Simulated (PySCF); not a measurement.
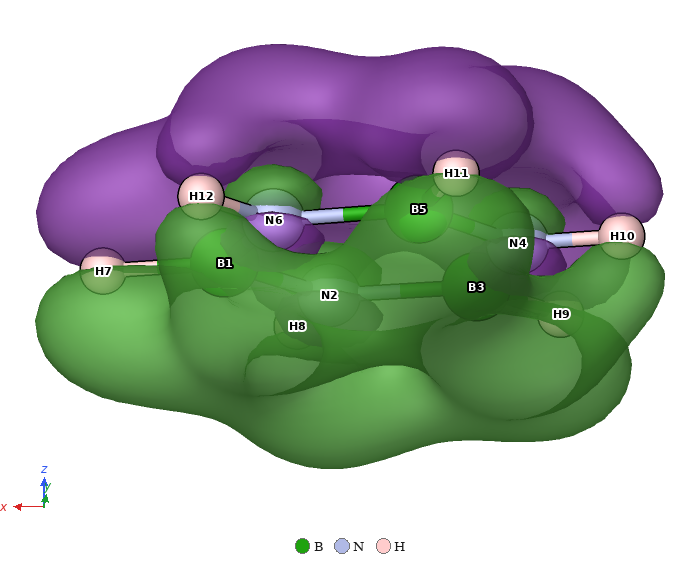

B3H6N3, SMILES `B1NBNBN1`. Change of the electron density in a uniform field of 0.26 V/Å, surfaces at ±0.001 e/Å³ (purple: gain, green: loss).

Method: B3LYP/def2-SVPD; geometry: GFN2-xTB; program: PySCF. No frequency check shows the geometry to be a minimum.

Geometry (Å), atoms numbered from 1:

```
B1       1.3861   -0.3849    0.0000
N2       0.3488   -1.3501    0.0000
B3      -1.0264   -1.0079    0.0000
N4      -1.3436    0.3730    0.0000
B5      -0.3597    1.3928    0.0000
N6       0.9949    0.9771    0.0000
H7       2.5185   -0.6993    0.0000
H8       0.6010   -2.3265    0.0000
H9      -1.8648   -1.8314    0.0000
H10     -2.3153    0.6428    0.0000
H11     -0.6536    2.5307    0.0000
H12      1.7143    1.6837    0.0000
```

> Along which Cartesian direction does the field point?

Along −z: electrons gather on the +z side, against the field.

> How large is the response?

The induced dipole is 0.54 D (along the field); α along this axis, from the fields in both directions, is 43 bohr³ (6.3 Å³).

> Which atoms gain and lose the most charge?

Hardly any: no atom's Hirshfeld charge changes by as much as 0.002 e. The density shifts from one side of each atom to the other; 0.059 electrons are displaced in all.
